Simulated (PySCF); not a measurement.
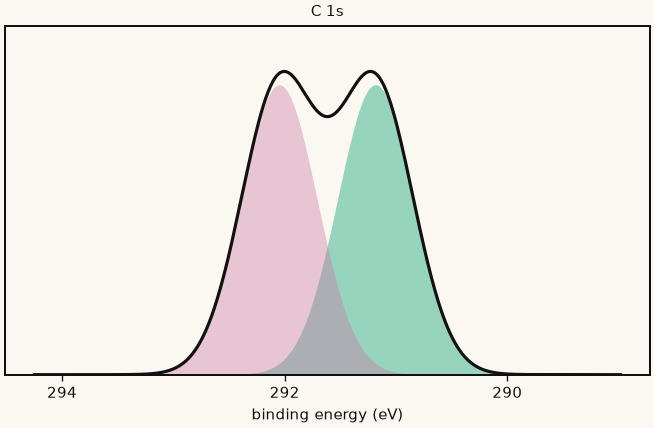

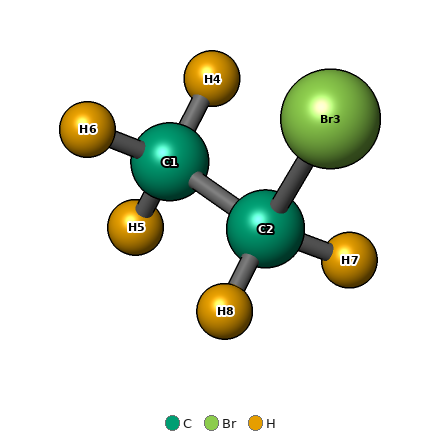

Simulated XPS of C₂H₅Br (ethyl bromide), SMILES CCBr. Vertical core-electron binding energies by ΔSCF (SCAN, pcX-2 on the ionised atom, pcseg-1 elsewhere, spin-free X2C; PySCF 2.14.0, at a PBE0-D3(BJ)/def2-SVP geometry (no frequency check)), gas phase, against the vacuum level. One atom of each kind was ionised; within a panel, areas follow the number of like atoms, Gaussians of 0.8 eV full width. Only the regions named are shown.

Question: Which atoms give which peak?

Answer:
```csv
level,atoms,binding energy (eV)
C 1s,C2,292.0
C 1s,C1,291.2
```

Question: How large is the chemical shift across the C 1s region?

Answer: 0.9 eV, from C1 at 291.2 eV to C2 at 292.0 eV.
